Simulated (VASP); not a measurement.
Input:

```xyz
5
Lattice="-1.9912 1.9912 4.8185 1.9912 -1.9912 4.8185 1.9912 1.9912 -4.8185" Properties=species:S:1:pos:R:3 pbc="T T T"
Tm     0.0000     0.0000     0.0000
Ni     0.0000     1.9912     2.4092
Ni     1.9912     0.0000     2.4092
Ge     0.0000     0.0000     6.0459
Ge     0.0000     0.0000     3.5911
```

These are PBEsol GGA, VASP's PBE PAW potentials (set 64) (plane waves; VASP) values and carry that method's errors. Numerical set-up: 400 eV cut-off, 12×12×12 Γ-centred mesh, tetrahedra with Blöchl corrections, potentials Tm_3 Ni Ge_d.

The 4f electrons are frozen in the core of the lanthanide potential, so 4f levels, which can set the real gap, and their magnetism are missing.

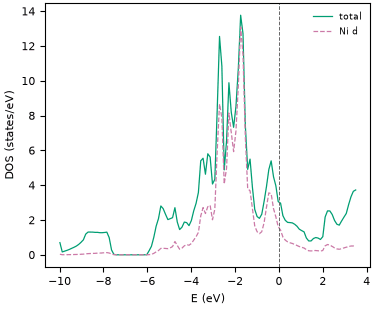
Figure: Total and projected density of states, zero at the Fermi level

Within 2 eV below the Fermi level the largest weight inside VASP's projection spheres is Ni d.

It has no gap at this level: it comes out as a metal or semimetal.

The structure comes from a computed database's Ni2TmGe2 entry (I4/mmm); how it stands against other phases isn't given here. It was relaxed first. The run is not spin-polarised, so no magnetic state was tried. The electron count is odd and the run is not spin-polarised, which forces a metal.
